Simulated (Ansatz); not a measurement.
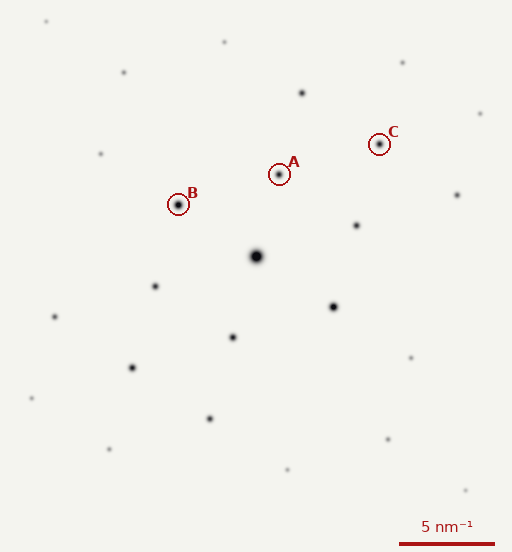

Computed electron diffraction pattern, 120 kV, single scattering only, B = 0.8 Å². The zone axis points towards the electron source and the pattern is seen from the source side.

Crystal: Ru, space group P6_3/mmc (No. 194), a = 2.68 Å, c = 8.61 Å (hexagonal axes). Structure: the end point of a relaxation with Ansatz 0.2.0, DFT, PBEsol, plane waves (420 eV) with PAW, scalar-relativistic; the starting structure was generated, so it need not be a known form of this composition.

Spot A is indexed 0 -1 1 and spot B 1 -1 -2.

### Index the other marked spot.

C = 2A − B = -1 -1 4 (d = 1.137 Å).

### Which zone axis is this?

The cross product of A and B is parallel to [311]; every spot obeys hu + kv + lw = 0.

### What are the spacings of A and B and the angle between them?

d(A) = 2.241 Å, d(B) = 2.043 Å, and the angle is 72.5°.
